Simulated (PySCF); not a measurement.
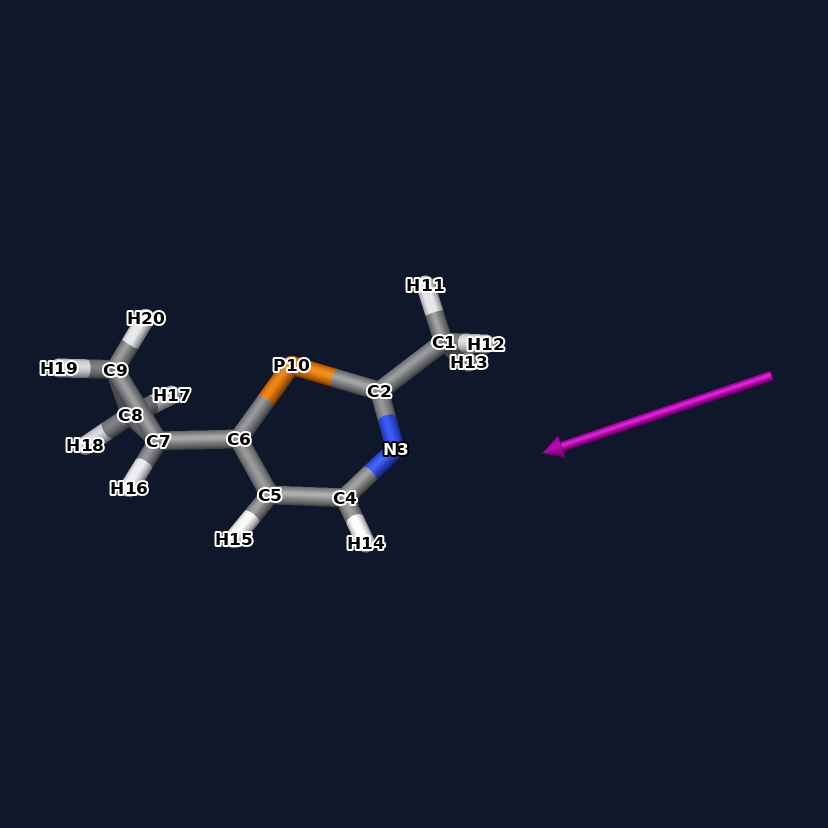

The arrow beside the molecule shows the direction of the dipole moment, from the negative to the positive end (its length means nothing). The geometry was computed by an optimisation with GFN2-xTB. No frequency run is at hand to confirm it as a minimum. Properties computed with PBE0/pcSseg-1, gas phase (PySCF 2.14.0).

**Estimate the dipole moment.**

2.08 D; it points from the side of H12 to the side of H18, H19 (the outermost atoms at the two ends).

The geometry is semi-empirical. Around P such bond lengths and angles can be off by a tenth of an ångström or more and by several degrees, and values that hang on the shape move with them.
